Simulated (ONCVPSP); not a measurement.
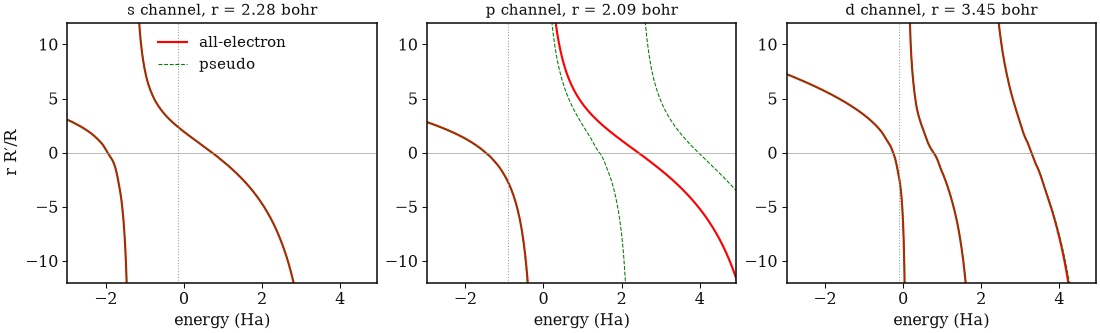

*Logarithmic derivatives r R′/R at the test radius against energy, all-electron atom (solid) and pseudo-atom (dashed). Here R(r) is the radial function. The dotted line marks the reference energy of the channel. Not drawn: f: not judged.*

- Poles, where the radial function vanishes at the test radius: s: all-electron at -1.3 and 3.8 Ha, pseudo at -1.3 and 3.8 Ha; p: all-electron at -0.1 Ha, pseudo at -0.1 and 2.3 Ha; d: all-electron at 0.1 and 2.0 Ha, pseudo at 0.1 and 2.0 Ha.
- Zeros of the logarithmic derivative: s: all-electron -2.0 and 0.7 Ha, pseudo -2.0 and 0.7 Ha; p: all-electron -1.5 and 2.4 Ha, pseudo -1.5, 1.4 and 4.0 Ha; d: all-electron -0.3, 0.8 and 3.3 Ha, pseudo -0.3, 0.8 and 3.3 Ha.

Pseudopotential generation for Nd

System: neodymium (Nd, Z = 60), core [Kr] 4d10 4f3, reference valence 5s2 5p6 5d1 6s2, valence charge 11.
Method: ONCV potential, LDA (Perdew-Wang 92), scalar-relativistic, made with ONCVPSP 4.0.1.

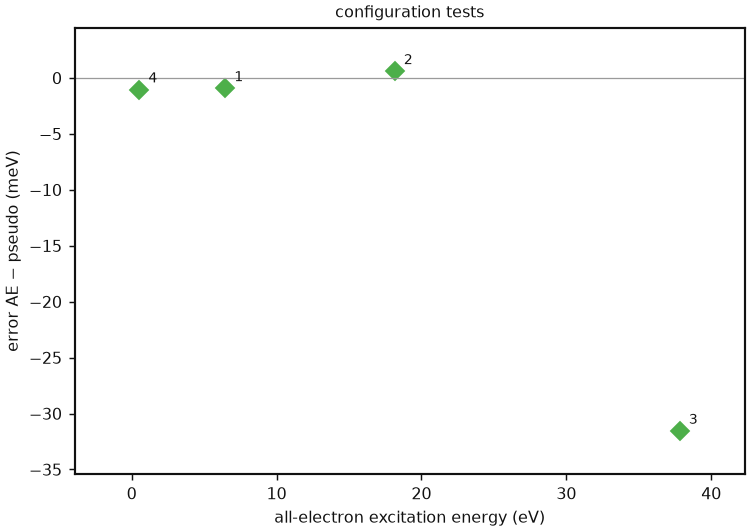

*Errors, all-electron minus pseudo, of the energies of valence configurations relative to the unpolarised reference 5s2 5p6 5d1 6s2. Points: 1 = 5s2 5p6 5d1 6s1; 2 = 5s2 5p6 5d1 6s0; 3 = 5s2 5p6 5d0 6s0; 4 = 5s2 5p6 5d1.5 6s1.5.*

- Worst configuration: 5s2 5p6 5d0 6s0 (charge +3): the error is -32 meV on an all-electron energy of +37.83 eV relative to the reference, or 0.083 %.
- Configurations within 10 meV and within 50 meV: 3 and 4 of 4.

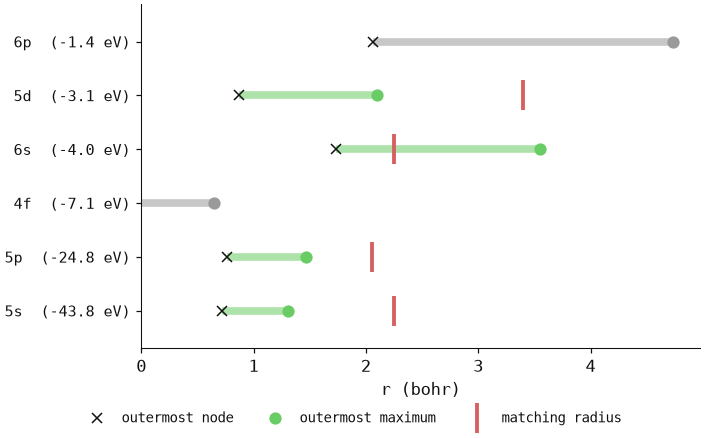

*Outer shells of the all-electron reference atom: each bar runs from the outermost node (or the nucleus) to the outermost maximum of u(r); the tick is the radius chosen for the pseudo-wave. Shells without a tick have no pseudo-wave of their own. Levels, nodes and maxima are from ld1.x, scalar-relativistic.*

- Radii against the shells: 5s: 2.25 bohr, outside the maximum; 5p: 2.05 bohr, outside the maximum; 6s: 2.25 bohr, between node and maximum; 5d: 3.40 bohr, outside the maximum.

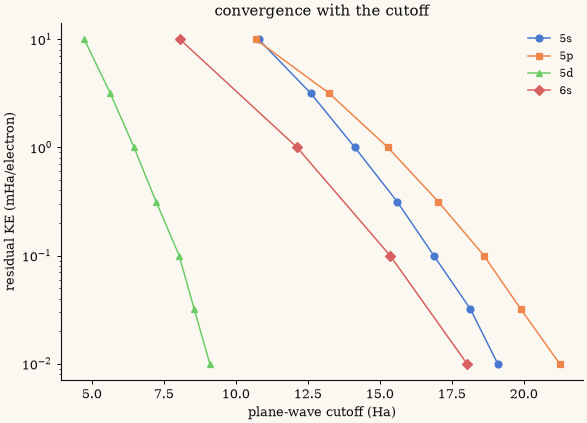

*Residual kinetic energy of the pseudo-waves (the first of each channel, and further valence shells) beyond the plane-wave cutoff, as the generator prints it.*

- Cutoffs for 1 mHa per electron: 5p: 15 Ha; 5s: 14 Ha; 6s: 12 Ha; 5d: 6.5 Ha.
- Cutoffs for the occupied states: 15 Ha for 1 mHa and 19 Ha for 0.1 mHa per electron. The first is set by 5p.

Input and output of the run follow.

## The input
```
# ATOM AND REFERENCE CONFIGURATION
# atsym  z   nc   nv     iexc    psfile
  Nd 60.00   10    4  -001012      upf
#
#   n    l    f
    1    0    2.00
    2    0    2.00
    2    1    6.00
    3    0    2.00
    3    1    6.00
    3    2   10.00
    4    0    2.00
    4    1    6.00
    4    2   10.00
    4    3    3.00
    5    0    2.00
    5    1    6.00
    5    2    1.00
    6    0    2.00
#
# PSEUDOPOTENTIAL AND OPTIMIZATION
# lmax
    2
#
#   l,   rc,      ep,       ncon, nbas, qcut
    0    2.25    0.00    3    7    6.90
    1    2.05    0.00    4    8    7.00
    2    3.40    0.00    4    8    4.80
#
# LOCAL POTENTIAL
# lloc, lpopt,  rc(5),   dvloc0
    4    5    1.50   -1.00
#
# VANDERBILT-KLEINMAN-BYLANDER PROJECTORs
# l, nproj, debl
    0    3    2.80
    1    1    2.80
    2    2    2.90
#
# MODEL CORE CHARGE
# icmod, fcfact, rcfact
    0    0.00    0.00
#
# LOG DERIVATIVE ANALYSIS
# epsh1, epsh2, depsh
   -3.00    5.00    0.02
#
# OUTPUT GRID
# rlmax, drl
    6.00    0.01
#
# TEST CONFIGURATIONS
# ncnf
    4
# nvcnf
#   n    l    f
    4
    5    0    2.00
    5    1    6.00
    5    2    1.00
    6    0    1.00
#
    4
    5    0    2.00
    5    1    6.00
    5    2    1.00
    6    0    0.00
#
    4
    5    0    2.00
    5    1    6.00
    5    2    0.00
    6    0    0.00
#
    4
    5    0    2.00
    5    1    6.00
    5    2    1.50
    6    0    1.50
#
```

Run as:
```bash
oncvpsp.x < Nd.dat > Nd.out
```

## The program's output (extracts)
```
ONCVPSP  (Optimized Norm-Conservinng Vanderbilt PSeudopotential)
scalar-relativistic version 4.0.1

#   n    l    f        energy (Ha)
    1    0    2.00    -1.5936870E+03
    2    0    2.00    -2.5801179E+02
    2    1    6.00    -2.3077727E+02
    3    0    2.00    -5.6178586E+01
    3    1    6.00    -4.7589507E+01
    3    2   10.00    -3.5642495E+01
    4    0    2.00    -1.1355511E+01
    4    1    6.00    -8.5345687E+00
    4    2   10.00    -4.5217289E+00
    4    3    3.00    -2.6183629E-01
    5    0    2.00    -1.6108577E+00
    5    1    6.00    -9.0981068E-01
    5    2    1.00    -1.1243808E-01
    6    0    2.00    -1.4733297E-01

Reference configufation results
  iterations    26
  all-electron total energy (Ha)   -9.61702780D+03

Begin loop to  construct optimized pseudo wave functions
and semi-local pseudopoentials for all angular momenta

   Wellstate for l =  0  n =  8
     eigenvalue =   2.6527
     asymptotic potential =   3.1527
     half-point radius =  4.1917

Calculating optimized projector #   1

 for l=   0

    Fraction of norm inside rc  0.939245
    Optimizing pswf for qcut=   6.89 a_B^-1,  ecut=  23.74 Ha
    Residual kinetic energy error=  2.08D-08 Ha

    Energy error per electron        Cutoff
         Ha          eV             Ha
         0.01000     0.27211       10.79
         0.00100     0.02721       14.13
         0.00010     0.00272       16.88
         0.00001     0.00027       19.10

Calculating optimized projector #   2

 for l=   0

    Fraction of norm inside rc  0.060218
    Optimizing pswf for qcut=   6.89 a_B^-1,  ecut=  23.74 Ha
    Residual kinetic energy error=  5.78D-09 Ha

    Energy error per electron        Cutoff
         Ha          eV             Ha
         0.01000     0.27211        8.06
         0.00100     0.02721       12.13
         0.00010     0.00272       15.36
         0.00001     0.00027       18.03

Calculating optimized projector #   3

 for l=   0

    Fraction of norm inside rc  0.138671
    Optimizing pswf for qcut=   6.89 a_B^-1,  ecut=  23.74 Ha
    Residual kinetic energy error=  8.71D-08 Ha

    Energy error per electron        Cutoff
         Ha          eV             Ha
         0.01000     0.27211       12.21
         0.00100     0.02721       15.74
         0.00010     0.00272       18.40
         0.00001     0.00027       20.44

Calculating optimized projector #   1

 for l=   1

    Fraction of norm inside rc  0.768348
    Optimizing pswf for qcut=   7.01 a_B^-1,  ecut=  24.57 Ha
    Residual kinetic energy error=  2.25D-07 Ha

    Energy error per electron        Cutoff
         Ha          eV             Ha
         0.01000     0.27211       10.69
         0.00100     0.02721       15.28
         0.00010     0.00272       18.62
         0.00001     0.00027       21.25

   Wellstate for l =  2  n =  9
     eigenvalue =   2.7876
     asymptotic potential =   3.2876
     half-point radius =  6.0870

Calculating optimized projector #   1

 for l=   2

    Fraction of norm inside rc  0.721484
    Optimizing pswf for qcut=   4.79 a_B^-1,  ecut=  11.49 Ha
    Residual kinetic energy error=  2.55D-08 Ha

    Energy error per electron        Cutoff
         Ha          eV             Ha
         0.01000     0.27211        4.74
         0.00100     0.02721        6.47
         0.00010     0.00272        8.03
         0.00001     0.00027        9.10

Calculating optimized projector #   2

 for l=   2

    Fraction of norm inside rc  0.170829
    Optimizing pswf for qcut=   4.79 a_B^-1,  ecut=  11.49 Ha
    Residual kinetic energy error=  1.84D-06 Ha

    Energy error per electron        Cutoff
         Ha          eV             Ha
         0.01000     0.27211        7.09
         0.00100     0.02721        8.86
         0.00010     0.00272       10.24
         0.00001     0.00027       11.31

Construct Vanderbilt / Kleinmman-Bylander projectors

B matrix Hermiticity error, ll=   0
   1   2    1.1109E-04
   1   3    4.1657E-04
   2   3   -1.1038E-04

  Orthonormal projector coefficients  1.1666E+01  1.9283E+00  1.4644E-01

B matrix Hermiticity error, ll=   2
   1   2   -9.5363E-05

  Orthonormal projector coefficients  5.3786E+00  9.1906E-01

Pseudoatom total energy  -33.973206

Diagnostic tests using Vanderbilt-Kleinman-Bylander pseudopotentials
  1 or more projectors used as specified by nproj input data

   l    rcore       rmatch      e in        delta e   norm test  slope test

   0   2.2552591   2.3237336  -1.6108577  -0.0000005   1.0001231   1.0001185
   0   2.2552591   2.3237336  -0.1473330   0.0000018   1.0000297   1.0000209
   0   2.2552591   2.3237336   2.6526670   0.0000004   1.0003388   1.0003388

   1   2.0617060   2.1243038  -0.9098107  -0.0000035   0.9999969   1.0000064

   2   3.4076667   3.5111308  -0.1124381  -0.0000001   1.0000167   1.0000195
   2   3.4076667   3.5111308   2.7875619   0.0000230   1.0000967   1.0000967

 Testing for bound ghosts
   n   l    E NL Schr. Eq   E Basis Diag.   E Cutoff

   1   0       -1.610858       -1.610855     51.98
   2   0       -0.147331       -0.119455     51.98

   2   1       -0.909814       -0.909778     52.43

   3   2       -0.112438       -0.112180     29.68

 Testing for highly-localized positive-energy ghosts
       l    <radius>/rc     E Basis Diag.   E Cutoff

       0        0.155507        3.226367     51.98  WARNING - GHOST(+)

Test configuration 0

   n   l     f        eae           eps        diff
   1   0  2.0000-1593.68702129
   2   0  2.0000 -258.01179490
   2   1  6.0000 -230.77726961
   3   0  2.0000  -56.17858610
   3   1  6.0000  -47.58950704
   3   2 10.0000  -35.64249467
   4   0  2.0000  -11.35551081
   4   1  6.0000   -8.53456868
   4   2 10.0000   -4.52172892
   4   3  3.0000   -0.26183629
   5   0  2.0000   -1.61085767   -1.61085820   -5.27D-07
   5   1  6.0000   -0.90981068   -0.90981417   -3.50D-06
   5   2  1.0000   -0.11243808   -0.11243816   -7.49D-08
   6   0  2.0000   -0.14733297   -0.14733112    1.85D-06

    Total energies and differences
      AE_ref= -9.61702780D+03  AE_tst= -9.61702780D+03  dif=  0.00D+00
      PS_ref= -3.39732055D+01  PS_tst= -3.39732055D+01  dif=  7.11D-15
      PSP excitation error= -7.11D-15

Test configuration 1

   n   l     f        eae           eps        diff
   1   0  2.0000-1593.91441533
   2   0  2.0000 -258.23820191
   2   1  6.0000 -231.00373923
   3   0  2.0000  -56.40470050
   3   1  6.0000  -47.81562755
   3   2 10.0000  -35.86860595
   4   0  2.0000  -11.58162686
   4   1  6.0000   -8.76069477
   4   2 10.0000   -4.74783627
   4   3  3.0000   -0.48752555
   5   0  2.0000   -1.83655356   -1.83768613   -1.13D-03
   5   1  6.0000   -1.13468226   -1.13554929   -8.67D-04
   5   2  1.0000   -0.32257977   -0.32281922   -2.39D-04
   6   0  1.0000   -0.33155223   -0.33151094    4.13D-05

    Total energies and differences
      AE_ref= -9.61702780D+03  AE_tst= -9.61679026D+03  dif=  2.38D-01
      PS_ref= -3.39732055D+01  PS_tst= -3.37356264D+01  dif=  2.38D-01
      PSP excitation error= -3.44D-05

Test configuration 2

   n   l     f        eae           eps        diff
   1   0  2.0000-1594.17903489
   2   0  2.0000 -258.50131899
   2   1  6.0000 -231.26695530
   3   0  2.0000  -56.66714153
   3   1  6.0000  -48.07808035
   3   2 10.0000  -36.13107986
   4   0  2.0000  -11.84395979
   4   1  6.0000   -9.02304116
   4   2 10.0000   -5.01014978
   4   3  3.0000   -0.74887821
   5   0  2.0000   -2.09755050   -2.10058460   -3.03D-03
   5   1  6.0000   -1.39357520   -1.39588235   -2.31D-03
   5   2  1.0000   -0.55992135   -0.56050743   -5.86D-04

    Total energies and differences
      AE_ref= -9.61702780D+03  AE_tst= -9.61636039D+03  dif=  6.67D-01
      PS_ref= -3.39732055D+01  PS_tst= -3.33058094D+01  dif=  6.67D-01
      PSP excitation error=  2.16D-05

Test configuration 3

   n   l     f        eae           eps        diff
   1   0  2.0000-1594.58053919
   2   0  2.0000 -258.90550995
   2   1  6.0000 -231.67110501
   3   0  2.0000  -57.06725469
   3   1  6.0000  -48.47824049
   3   2 10.0000  -36.53198691
   4   0  2.0000  -12.24260628
   4   1  6.0000   -9.42175801
   4   2 10.0000   -5.40903728
   4   3  3.0000   -1.14356401
   5   0  2.0000   -2.48740798   -2.49414331   -6.74D-03
   5   1  6.0000   -1.77273184   -1.77795025   -5.22D-03

    Total energies and differences
      AE_ref= -9.61702780D+03  AE_tst= -9.61563744D+03  dif=  1.39D+00
      PS_ref= -3.39732055D+01  PS_tst= -3.25816837D+01  dif=  1.39D+00
      PSP excitation error= -1.16D-03

Test configuration 4

   n   l     f        eae           eps        diff
   1   0  2.0000-1593.65746918
   2   0  2.0000 -257.98081833
   2   1  6.0000 -230.74635422
   3   0  2.0000  -56.14829420
   3   1  6.0000  -47.55920811
   3   2 10.0000  -35.61202133
   4   0  2.0000  -11.32516649
   4   1  6.0000   -8.50415357
   4   2 10.0000   -4.49113964
   4   3  3.0000   -0.23162440
   5   0  2.0000   -1.58060615   -1.58015908    4.47D-04
   5   1  6.0000   -0.88151771   -0.88116672    3.51D-04
   5   2  1.5000   -0.09443119   -0.09432319    1.08D-04
   6   0  1.5000   -0.13769363   -0.13761452    7.91D-05

    Total energies and differences
      AE_ref= -9.61702780D+03  AE_tst= -9.61700824D+03  dif=  1.96D-02
      PS_ref= -3.39732055D+01  PS_tst= -3.39536021D+01  dif=  1.96D-02
      PSP excitation error= -3.85D-05
```

## Key numbers

- outcome: generated, with a spurious state above the valence levels
- cutoffs needed: 15 Ha and 19 Ha (the cutoffs at which the residual kinetic energy of the hardest occupied pseudo-wave falls to 1 and 0.1 mHa per electron)
- ghost test: no bound ghost flagged; GHOST(+) flagged for s at 87.8 eV
- largest excitation error: -32 meV (all-electron minus pseudo) for 5s2 5p6 5d0 6s0, out of 4 test configurations
- clearest signs, in the scattering phases, of states that the all-electron atom lacks: p near 2.3 Ha
- range over which the phases arctan(r R′/R) at the test radius agree within 0.05 rad (a looser test near the poles than one of phase shifts): s: over the whole range computed; p: up to about 0.6 Ha; d: over the whole range computed; f: not judged, local potential alone
- hardware: 1 CPU thread, shared host
- wall time: 5.6 s

## Remarks

The scattering phases show a p state near 2.3 Ha, 3.2 Ha above the channel's reference energy, that the all-electron atom lacks; it spoils states at that energy. The open f shell is frozen into the core, so the potential fits one valence alone and carries no f magnetism.
